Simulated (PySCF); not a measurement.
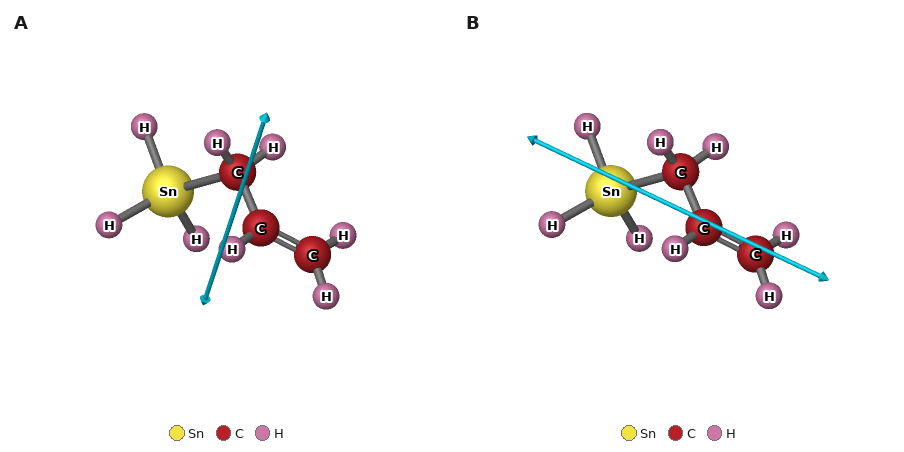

The double arrows show the directions of two transition dipoles from the ground state (lengths mean nothing). Computed geometry: PBE0-D3(BJ)/def2-SVP optimisation. No frequency run is at hand to confirm it as a minimum. Level of theory: TDDFT ωB97X-D/def2-SVPD, vertical, gas phase, core orbitals frozen in the response, core potentials on Sn (PySCF 2.14.0).

### One belongs to singlet state 2 and one to singlet state 5. Which is which?

A: state 5, 7.57 eV (164 nm), oscillator strength 0.063, mainly HOMO → LUMO+4 (weight 0.67).
B: state 2, 6.55 eV (189 nm), oscillator strength 0.081, of mixed character, with the largest part HOMO → LUMO+1 (weight 0.39).
